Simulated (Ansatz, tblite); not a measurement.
# Sn26H34 off sphere (Sn₂₆H₃₃+): charged states by level of theory

What does removing or adding an electron cost or gain for Sn26H34 off sphere (Sn₂₆H₃₃+)? Each charged state is run at several levels.

The runs use Ansatz 0.2.0, Gaussian basis; as each input shows.

The runs, in order: charge +2 doublet, at the geometry of the singlet (PBE0-D4/def2-SVP, PBE-D4/def2-SVP, HSE06-D4/def2-SVP); charge 0 doublet, at the geometry of the singlet (PBE0-D4/def2-SVP, PBE-D4/def2-SVP, HSE06-D4/def2-SVP); the starting singlet's energies come from earlier runs.

1 further run of the same task is left out (set aside as unsound or not needed). Runs told in other sessions of the task aren't counted.

## 1. The structure

The singlet was relaxed beforehand with r2SCAN-D4/def2-SVP.

59 atoms, charge 1, spin multiplicity 1.

Atoms are counted from 1 here; the program's logs count them from 0.

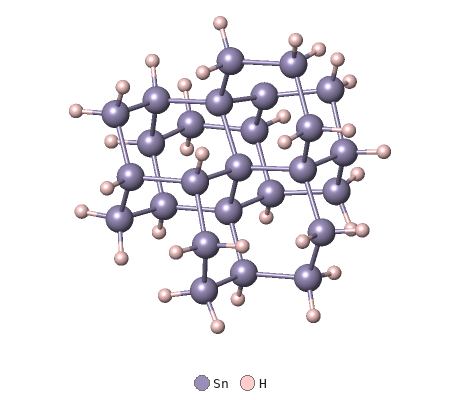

The structure; tin purple, hydrogen pink.

Sn takes a core potential in the def2 sets. No spin-orbit coupling is included. The ion is computed in the gas phase, without counter-ions or solvent.

## 2. Charge +2 doublet at the fixed geometry, PBE0-D4/def2-SVP

Contents of in.yaml:

```yaml
crystal:
  periodic: [false, false, false]
  atoms:
    - {symbol: Sn, position_ang: [-4.714653, -1.344704, 2.389388]}
    - {symbol: Sn, position_ang: [-4.713628, 2.150125, -1.161475]}
    - {symbol: Sn, position_ang: [-1.574097, -4.604039, 2.323533]}
    - {symbol: Sn, position_ang: [1.894507, -4.576535, -1.189933]}
    - {symbol: Sn, position_ang: [-1.518650, 1.905443, -4.314331]}
    - {symbol: Sn, position_ang: [1.624014, -1.292432, -4.293682]}
    - {symbol: Sn, position_ang: [-1.585723, -1.350313, -1.042038]}
    - {symbol: Sn, position_ang: [-1.475978, 1.983699, 2.107639]}
    - {symbol: Sn, position_ang: [1.773352, -1.336440, 2.222943]}
    - {symbol: Sn, position_ang: [1.652465, 2.145864, -0.956158]}
    - {symbol: Sn, position_ang: [-1.454157, 5.338994, -1.099169]}
    - {symbol: Sn, position_ang: [4.990154, -1.405749, -1.134810]}
    - {symbol: Sn, position_ang: [4.896895, 2.120834, 2.446245]}
    - {symbol: Sn, position_ang: [-3.137453, -2.935308, 0.704660]}
    - {symbol: Sn, position_ang: [-3.161324, 0.347177, -2.650943]}
    - {symbol: Sn, position_ang: [-3.169399, 0.508888, 3.799777]}
    - {symbol: Sn, position_ang: [-3.040455, 3.672065, 0.492296]}
    - {symbol: Sn, position_ang: [0.073041, -2.984563, -2.620589]}
    - {symbol: Sn, position_ang: [0.283691, -3.130208, 3.801773]}
    - {symbol: Sn, position_ang: [3.371317, -2.966996, 0.575555]}
    - {symbol: Sn, position_ang: [0.112527, 0.359817, -5.980424]}
    - {symbol: Sn, position_ang: [0.043365, 3.629314, -2.739332]}
    - {symbol: Sn, position_ang: [3.019555, 0.173867, -2.353751]}
    - {symbol: Sn, position_ang: [0.119615, 0.227042, 0.548954]}
    - {symbol: Sn, position_ang: [3.319989, 0.323198, 3.884894]}
    - {symbol: Sn, position_ang: [3.314474, 3.665129, 0.738713]}
    - {symbol: H, position_ang: [-5.490172, -2.386316, 3.514867]}
    - {symbol: H, position_ang: [-5.919344, -0.524662, 1.482742]}
    - {symbol: H, position_ang: [-5.493337, 3.193424, -2.283130]}
    - {symbol: H, position_ang: [-5.915813, 1.324822, -0.255478]}
    - {symbol: H, position_ang: [-2.623617, -5.432159, 3.403114]}
    - {symbol: H, position_ang: [-0.734623, -5.765484, 1.377714]}
    - {symbol: H, position_ang: [2.978522, -5.285921, -2.321289]}
    - {symbol: H, position_ang: [1.076676, -5.823739, -0.341875]}
    - {symbol: H, position_ang: [-2.520508, 2.913235, -5.293915]}
    - {symbol: H, position_ang: [2.823720, -2.239779, -5.094030]}
    - {symbol: H, position_ang: [-0.367791, 2.938758, 3.028914]}
    - {symbol: H, position_ang: [-2.412530, 6.388833, -2.061590]}
    - {symbol: H, position_ang: [-0.376695, 6.271928, -0.141044]}
    - {symbol: H, position_ang: [5.733521, -2.355621, -2.357027]}
    - {symbol: H, position_ang: [6.163923, -0.443056, -0.341179]}
    - {symbol: H, position_ang: [6.029197, 1.261806, 1.482407]}
    - {symbol: H, position_ang: [5.752789, 3.182081, 3.489136]}
    - {symbol: H, position_ang: [-4.148341, -3.904005, -0.303300]}
    - {symbol: H, position_ang: [-4.145212, -0.655555, -3.652854]}
    - {symbol: H, position_ang: [-4.186215, 1.653199, 4.581671]}
    - {symbol: H, position_ang: [-2.228286, -0.290815, 4.993652]}
    - {symbol: H, position_ang: [-4.006695, 4.616894, 1.563527]}
    - {symbol: H, position_ang: [-0.838600, -3.961095, -3.715974]}
    - {symbol: H, position_ang: [1.436601, -4.168778, 4.544375]}
    - {symbol: H, position_ang: [-0.493785, -2.221181, 5.035041]}
    - {symbol: H, position_ang: [4.461691, -3.935717, 1.498750]}
    - {symbol: H, position_ang: [-0.806101, -0.647636, -7.023290]}
    - {symbol: H, position_ang: [1.180460, 1.324377, -6.916184]}
    - {symbol: H, position_ang: [1.168847, 4.488581, -3.725939]}
    - {symbol: H, position_ang: [2.220810, 1.198818, 4.873395]}
    - {symbol: H, position_ang: [4.284100, -0.672911, 4.899114]}
    - {symbol: H, position_ang: [2.229770, 4.663382, 1.622172]}
    - {symbol: H, position_ang: [4.238893, 4.678723, -0.295829]}
basis:
  gaussian: {orbitals: def2-SVP, fitting: {mean_field: def2-universal-jkfit}}
total_charge: 2
magnetization: {spin_polarized: true, initial_magnetization: 1}
hamiltonian: {xc: pbe0, dispersion: d4}
scf: {omitted_lower_state_checks: [starts]}
output: {orbitals: {seedname: orbitals}}
```

The run is started by

```bash
> ansatz run in.yaml --threads 11 --pin off --events-out ev --progress --plain --max-ram 166912MiB --backend cuda --devices 0, --max-vram 75GiB
```

Standard output:

```text
Functional definition: PBE0
  name "PBE0"
  cite "Adamo & Barone, J. Chem. Phys. 110, 6158 (1999) doi:10.1063/1.478522"
  cite "Perdew, Burke & Ernzerhof, Phys. Rev. Lett. 77, 3865 (1996) doi:10.1103/PhysRevLett.77.3865"
  parent pbe
  parameter a = 0.25
  parameter kappa = 0.804
  parameter beta = 0.06672455060314922
  exchange = (1 - a)*pbe_x(kappa = kappa, mu = beta*pi^2/3) + a*exact_x
  correlation = pbe_c(beta = beta)
these checks for a lower state are left out or cut short: starts
6262 factors; integrals over basis functions are off by at most 3.3e-1 eV
mean field evaluation 1: about -152155.5620 eV, gradient 2.1e1 eV
mean field evaluation 2: about -152133.8858 eV, gradient 5.2e1 eV
mean field evaluation 4: about -152158.8203 eV, gradient 5.8e0 eV
mean field evaluation 8: about -152159.0843 eV, gradient 1.2e0 eV
mean field evaluation 16: about -152159.1290 eV, gradient 8.2e-2 eV
mean field evaluation 32: about -152159.1406 eV, gradient 1.3e-4 eV
mean field -152159.14057516 eV, -5591.7452789672 hartree, gradient 5.5e-6 eV, S^2 0.755650; 0 other end points of the search recorded, 0 dependent functions left out
reference -152159.14068807 eV, -5591.7452831168 hartree; 302, 301 occupied and 539, 540 virtual orbitals, 6262 factors
Total energy: -152163.59653080 eV, -5591.9090323167 hartree
Checks for a lower state left out: starts
```

It took 44 s on 1 × H100 with 11 threads of AMD EPYC 7R13, shared host; peak host memory 1.8 GiB.

Report: HOMO -11.09 eV, LUMO -10.38 eV (over both spins); ⟨S²⟩ 0.756 (pure: 0.75).

## 3. Charge +2 doublet at the fixed geometry, PBE-D4/def2-SVP

start.molden holds the orbitals of an earlier run on this state, given as this run's starting guess.

Edit in.yaml of step 2 so:

```diff
@@ -63,6 +63,6 @@
 basis:
-  gaussian: {orbitals: def2-SVP, fitting: {mean_field: def2-universal-jkfit}}
+  gaussian: {orbitals: def2-SVP, fitting: {mean_field: def2-universal-jkfit}, initial_orbitals: start.molden}
 total_charge: 2
 magnetization: {spin_polarized: true, initial_magnetization: 1}
-hamiltonian: {xc: pbe0, dispersion: d4}
+hamiltonian: {xc: pbe, dispersion: d4}
 scf: {omitted_lower_state_checks: [starts]}
```

Launched as before.

Standard output:

```text
Functional definition: PBE
  name "PBE"
  cite "Perdew, Burke & Ernzerhof, Phys. Rev. Lett. 77, 3865 (1996) doi:10.1103/PhysRevLett.77.3865"
  parent pbe
  parameter kappa = 0.804
  parameter beta = 0.06672455060314922
  exchange = pbe_x(kappa = kappa, mu = beta*pi^2/3)
  correlation = pbe_c(beta = beta)
these checks for a lower state are left out or cut short: starts
6262 factors; integrals over basis functions are off by at most 3.3e-1 eV
mean field evaluation 1: about -152149.9387 eV, gradient 1.0e1 eV
mean field evaluation 2: about -152150.8114 eV, gradient 7.7e-1 eV
mean field evaluation 4: about -152150.8101 eV, gradient 1.3e-1 eV
mean field evaluation 8: about -152150.8116 eV, gradient 4.6e-5 eV
mean field evaluation 16: about -152150.8116 eV, gradient 2.7e-6 eV
mean field -152150.81162635 eV, -5591.4391957442 hartree, gradient 2.7e-6 eV, S^2 0.750794; 0 other end points of the search recorded, 0 dependent functions left out
reference -152150.81177750 eV, -5591.4392012988 hartree; 302, 301 occupied and 539, 540 virtual orbitals, 6262 factors
Total energy: -152155.56769881 eV, -5591.6139781832 hartree
Checks for a lower state left out: starts
```

Wall time 14 s (1 × H100 with 11 threads of AMD EPYC 7R13, shared host); peak host memory 1.7 GiB.

Report: HOMO -10.33 eV, LUMO -10.33 eV (over both spins); ⟨S²⟩ 0.751 (pure: 0.75).

## 4. Charge +2 doublet at the fixed geometry, HSE06-D4/def2-SVP

Edit in.yaml of step 3 so:

```diff
@@ -66,3 +66,3 @@
 magnetization: {spin_polarized: true, initial_magnetization: 1}
-hamiltonian: {xc: pbe, dispersion: d4}
+hamiltonian: {xc: hse06, dispersion: d4}
 scf: {omitted_lower_state_checks: [starts]}
```

Same command.

Standard output, shortened:

```text
Functional definition: HSE06
  name "HSE06"
  cite "Heyd, Scuseria & Ernzerhof, J. Chem. Phys. 118, 8207 (2003) doi:10.1063/1.1564060"
  cite "Krukau, Vydrov, Izmaylov & Scuseria, J. Chem. Phys. 125, 224106 (2006) doi:10.1063/1.2404663"
  cite "Heyd & Scuseria, J. Chem. Phys. 120, 7274 (2004) doi:10.1063/1.1668634"
  cite "Ernzerhof & Perdew, J. Chem. Phys. 109, 3313 (1998) doi:10.1063/1.476928"
  cite "Perdew, Burke & Ernzerhof, Phys. Rev. Lett. 77, 3865 (1996) doi:10.1103/PhysRevLett.77.3865"
  parent pbe
[...]
  # The whole range is PBE's own exchange, as in plane waves. The composition of these papers is wPBEh.
[...]
6262 factors; integrals over basis functions are off by at most 3.3e-1 eV
6262 factors; integrals over basis functions are off by at most 1.9e-7 eV
[...]
mean field -152158.10328920 eV, -5591.7071594116 hartree, gradient 5.0e-6 eV, S^2 0.753836; 0 other end points of the search recorded, 0 dependent functions left out
reference -152158.10343966 eV, -5591.7071649408 hartree; 302, 301 occupied and 539, 540 virtual orbitals, 6262 factors
Total energy: -152162.50676818 eV, -5591.8689842791 hartree
Checks for a lower state left out: starts
```

Wall time 55 s (1 × H100 with 11 threads of AMD EPYC 7R13, shared host); peak host memory 1.9 GiB.

From the report: HOMO -10.75 eV, LUMO -10.61 eV (over both spins); ⟨S²⟩ 0.754 (pure: 0.75).

## 5. Vertical ionisation energy

Charged state less starting state, singlet to doublet; the starting state's energies are those of its earlier runs.

```tsv
level	vertical ionisation energy (eV)	time
PBE-D4/def2-SVP	+9.22	20 s
PBE0-D4/def2-SVP	+9.63	56 s
HSE06-D4/def2-SVP	+9.58	66 s
```

Times add the two runs; a level without a time comes out of a correlated run.

Beside −ε(HOMO) of the starting state:

```tsv
level	−ε(HOMO) (eV)	by difference (eV)	mismatch (eV)
PBE-D4/def2-SVP	7.98	9.22	-1.23
PBE0-D4/def2-SVP	8.78	9.63	-0.86
HSE06-D4/def2-SVP	8.44	9.58	-1.14
```

## 6. Charge 0 doublet at the fixed geometry, PBE0-D4/def2-SVP

Edit in.yaml of step 4 so:

```diff
@@ -63,6 +63,5 @@
 basis:
-  gaussian: {orbitals: def2-SVP, fitting: {mean_field: def2-universal-jkfit}, initial_orbitals: start.molden}
-total_charge: 2
+  gaussian: {orbitals: def2-SVP, fitting: {mean_field: def2-universal-jkfit}}
 magnetization: {spin_polarized: true, initial_magnetization: 1}
-hamiltonian: {xc: hse06, dispersion: d4}
+hamiltonian: {xc: pbe0, dispersion: d4}
 scf: {omitted_lower_state_checks: [starts]}
```

Same command.

Standard output, shortened:

```text
Functional definition: PBE0
  name "PBE0"
  cite "Adamo & Barone, J. Chem. Phys. 110, 6158 (1999) doi:10.1063/1.478522"
  cite "Perdew, Burke & Ernzerhof, Phys. Rev. Lett. 77, 3865 (1996) doi:10.1103/PhysRevLett.77.3865"
  parent pbe
[...]
6262 factors; integrals over basis functions are off by at most 3.3e-1 eV
[...]
mean field -152174.21458380 eV, -5592.2992385673 hartree, gradient 6.0e-5 eV, S^2 0.755744; 0 other end points of the search recorded, 0 dependent functions left out
reference -152174.21469480 eV, -5592.2992426466 hartree; 303, 302 occupied and 538, 539 virtual orbitals, 6262 factors
Total energy: -152178.78169421 eV, -5592.4670767790 hartree
Checks for a lower state left out: starts
```

Wall time 15 s (1 × H100 with 11 threads of AMD EPYC 7R13, shared host); peak host memory 1.7 GiB.

HOMO -4.68 eV, LUMO -2.62 eV (over both spins); ⟨S²⟩ 0.756 (pure: 0.75).

## 7. Charge 0 doublet at the fixed geometry, PBE-D4/def2-SVP

Edit in.yaml of step 6 so:

```diff
@@ -63,5 +63,5 @@
 basis:
-  gaussian: {orbitals: def2-SVP, fitting: {mean_field: def2-universal-jkfit}}
+  gaussian: {orbitals: def2-SVP, fitting: {mean_field: def2-universal-jkfit}, initial_orbitals: start.molden}
 magnetization: {spin_polarized: true, initial_magnetization: 1}
-hamiltonian: {xc: pbe0, dispersion: d4}
+hamiltonian: {xc: pbe, dispersion: d4}
 scf: {omitted_lower_state_checks: [starts]}
```

Same command.

Standard output:

```text
Functional definition: PBE
  name "PBE"
  cite "Perdew, Burke & Ernzerhof, Phys. Rev. Lett. 77, 3865 (1996) doi:10.1103/PhysRevLett.77.3865"
  parent pbe
  parameter kappa = 0.804
  parameter beta = 0.06672455060314922
  exchange = pbe_x(kappa = kappa, mu = beta*pi^2/3)
  correlation = pbe_c(beta = beta)
these checks for a lower state are left out or cut short: starts
6262 factors; integrals over basis functions are off by at most 3.3e-1 eV
mean field evaluation 1: about -152164.4088 eV, gradient 1.0e1 eV
mean field evaluation 2: about -152165.2769 eV, gradient 6.9e-1 eV
mean field evaluation 4: about -152165.2664 eV, gradient 1.7e-2 eV
mean field -152165.26644233 eV, -5591.9704004336 hartree, gradient 4.8e-5 eV, S^2 0.753310; 0 other end points of the search recorded, 0 dependent functions left out
reference -152165.26659090 eV, -5591.9704058933 hartree; 303, 302 occupied and 538, 539 virtual orbitals, 6262 factors
Total energy: -152170.14309814 eV, -5592.1496142292 hartree
Checks for a lower state left out: starts
```

Run time: 7.5 s. Hardware: 1 × H100 with 11 threads of AMD EPYC 7R13, shared host; peak host memory 1.6 GiB.

Report: HOMO -3.92 eV, LUMO -3.26 eV (over both spins); ⟨S²⟩ 0.753 (pure: 0.75).

## 8. Charge 0 doublet at the fixed geometry, HSE06-D4/def2-SVP

Edit in.yaml of step 7 so:

```diff
@@ -65,3 +65,3 @@
 magnetization: {spin_polarized: true, initial_magnetization: 1}
-hamiltonian: {xc: pbe, dispersion: d4}
+hamiltonian: {xc: hse06, dispersion: d4}
 scf: {omitted_lower_state_checks: [starts]}
```

The command is unchanged.

Standard output, shortened:

```text
Functional definition: HSE06
  name "HSE06"
  cite "Heyd, Scuseria & Ernzerhof, J. Chem. Phys. 118, 8207 (2003) doi:10.1063/1.1564060"
  cite "Krukau, Vydrov, Izmaylov & Scuseria, J. Chem. Phys. 125, 224106 (2006) doi:10.1063/1.2404663"
  cite "Heyd & Scuseria, J. Chem. Phys. 120, 7274 (2004) doi:10.1063/1.1668634"
  cite "Ernzerhof & Perdew, J. Chem. Phys. 109, 3313 (1998) doi:10.1063/1.476928"
  cite "Perdew, Burke & Ernzerhof, Phys. Rev. Lett. 77, 3865 (1996) doi:10.1103/PhysRevLett.77.3865"
  parent pbe
[...]
  # The whole range is PBE's own exchange, as in plane waves. The composition of these papers is wPBEh.
[...]
6262 factors; integrals over basis functions are off by at most 3.3e-1 eV
6262 factors; integrals over basis functions are off by at most 1.9e-7 eV
[...]
mean field -152173.10755079 eV, -5592.2585558545 hartree, gradient 2.6e-5 eV, S^2 0.755684; 0 other end points of the search recorded, 0 dependent functions left out
reference -152173.10769868 eV, -5592.2585612894 hartree; 303, 302 occupied and 538, 539 virtual orbitals, 6262 factors
Total energy: -152177.61823515 eV, -5592.4243204473 hartree
Checks for a lower state left out: starts
```

It took 21 s on 1 × H100 with 11 threads of AMD EPYC 7R13, shared host; peak host memory 1.9 GiB.

Report: HOMO -4.34 eV, LUMO -2.96 eV (over both spins); ⟨S²⟩ 0.756 (pure: 0.75).

## 9. Vertical electron affinity

Starting state less charged state (positive: the electron is bound), singlet to doublet; the starting state's energies are those of its earlier runs.

```tsv
level	vertical electron affinity (eV)	time
PBE-D4/def2-SVP	+5.36	14 s
PBE0-D4/def2-SVP	+5.55	27 s
HSE06-D4/def2-SVP	+5.53	32 s
```

Times add the two runs; a level without a time comes out of a correlated run.

Beside −ε(LUMO) of the starting state:

```tsv
level	−ε(LUMO) (eV)	by difference (eV)	mismatch (eV)
PBE-D4/def2-SVP	6.62	5.36	+1.26
PBE0-D4/def2-SVP	6.24	5.55	+0.69
HSE06-D4/def2-SVP	6.55	5.53	+1.02
```

## 10. Results

```
                                           quantity                               value
vertical ionisation energy, functionals in def2-SVP  9.22 (PBE-D4) to 9.63 eV (PBE0-D4)
vertical electron affinity, functionals in def2-SVP  5.36 (PBE-D4) to 5.55 eV (PBE0-D4)
```

In words: The vertical ionisation energy spans 9.22 to 9.63 eV over the functionals. −ε(HOMO) misses the level's own difference by -0.86 eV at best (PBE0-D4) and -1.23 eV at worst (PBE-D4). The vertical electron affinity spans 5.36 to 5.55 eV over the functionals. −ε(LUMO) misses the level's own difference by +0.69 eV at best (PBE0-D4) and +1.26 eV at worst (PBE-D4).
